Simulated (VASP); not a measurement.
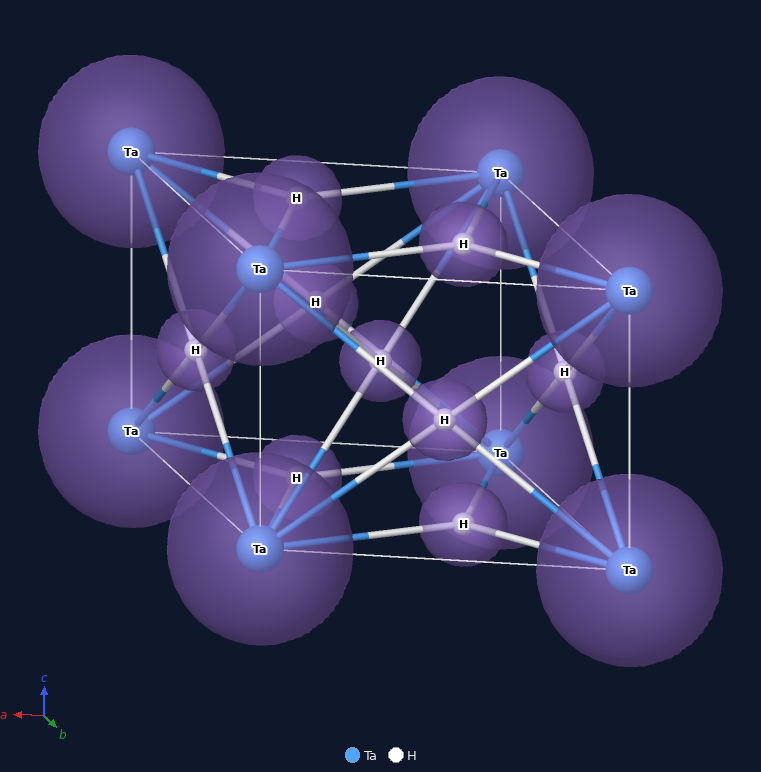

TaH$_{5}$. Isosurface of the valence pseudo-density at 0.4 e/Å³ (purple), seen at an oblique angle. Sticks mark near contacts.

Space group P6/mmm; a generated structure, not necessarily the stable one; computed pressure about −36 GPa in this cell.

Theory: Kohn-Sham DFT of a periodic cell, PBE, VASP PAW PBE potentials, recommended in VASP.

> How is the density connected at this value?

At this value the density breaks into separate islands; it holds about 50 % of the electrons treated as valence. It bridges none of the near contacts. It is pinched off along the shortest Ta–H (2.42 Å) and Ta–H (2.67 Å) contacts. On the grid the lowest density along these lines, outside the cores, is 0.19 e/Å³ (Ta–H, 2.42 Å) and 0.15 e/Å³ (Ta–H, 2.67 Å).
